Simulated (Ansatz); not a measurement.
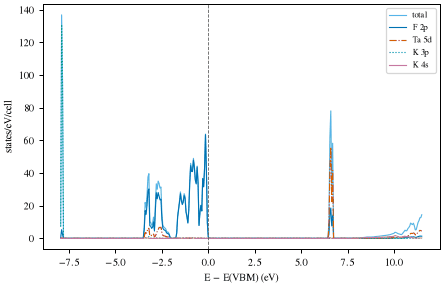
*Total and projected density of states of KTaF6 in space group P4_2/mcm (No. 132; K on 2b, Ta on 2c, F on 4i, F on 8o), plane-wave PAW LDA (Ansatz code)*

### Question
Which orbitals carry the states next to the gap?

### Answer
Top 1 eV of the valence band: F 2p 99 %. Bottom 1 eV of the conduction band: Ta 5d 71 %, F 2p 24 %. Projections are on Löwdin-orthogonalised atomic valence shells; empty p or d shells of many metals are not among them.

The workflow started from a Materials Project entry (that database holds measured and hypothetical structures alike); the Crystallography Open Database copy checked does not list it. Whether it is the stable phase at ambient conditions was not checked. The cell was relaxed with LDA under the symmetry of its start; phonons on a q-mesh show weakly imaginary modes. No spin polarisation was allowed. Spin–orbit coupling is left out wherever it is not named.

Potentials: the later of the program's two PAW sets.
